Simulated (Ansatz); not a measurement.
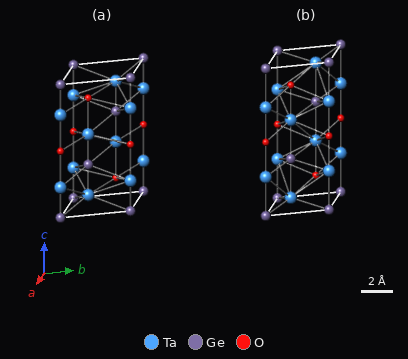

The structure of a crystal of Ta2GeO (a generated structure, set up in R-3m) (coarse preliminary run) before (left) and after (right) a relaxation, at one scale.

A ball-and-stick model of the conventional cell (3 times the calculation's cell), seen slightly off an axis. Lengths and directions refer to the drawn axes.

These are results of Ansatz, DFT PBE, scalar-relativistic, plane waves, PAW, not measurements. Settings: plane-wave cutoff 420 eV; k-point mesh 6 × 6 × 6; occupations gaussian; smearing width 0.1 eV; no spin polarisation; cell and atoms relaxed; force threshold 0.04 eV/Å; at most 70 steps.

Q: What changed between the two?

A: After 7 accepted moves (9 points after the start) the energy has fallen by 1394 meV per atom. Largest force component: 12 eV/Å at the start, 0.00093 eV/Å at the end. Pressure: 22.76 GPa at the start and 0.01 GPa at the end. The SCF was repeated twice at an unchanged geometry on a basis and grid sized afresh for the cell, which shifted the energy by 1.3 meV per atom at most. The largest moves relative to the cell, 0.37 Å, are those of Ta atoms. O and Ge stay in place. Cell: a = b 4.927 → 4.453 Å (−9.6 %), c 9.151 → 10.126 Å (+10.6 %). Volume −9.6 %. Among the contacts that change: Ge–Ta 2.084 → 2.673 Å, Ta–Ta 3.438 → 2.930 Å, Ge–Ta 3.004 → 2.665 Å, Ta–Ta 3.056 → 3.239 Å. The space group stays R-3m (No. 166). Cost: 29 s on 1 thread of Intel(R) Xeon(R) Platinum 8488C (Sapphire Rapids), with other jobs on the host, peak memory 0.47 GiB.
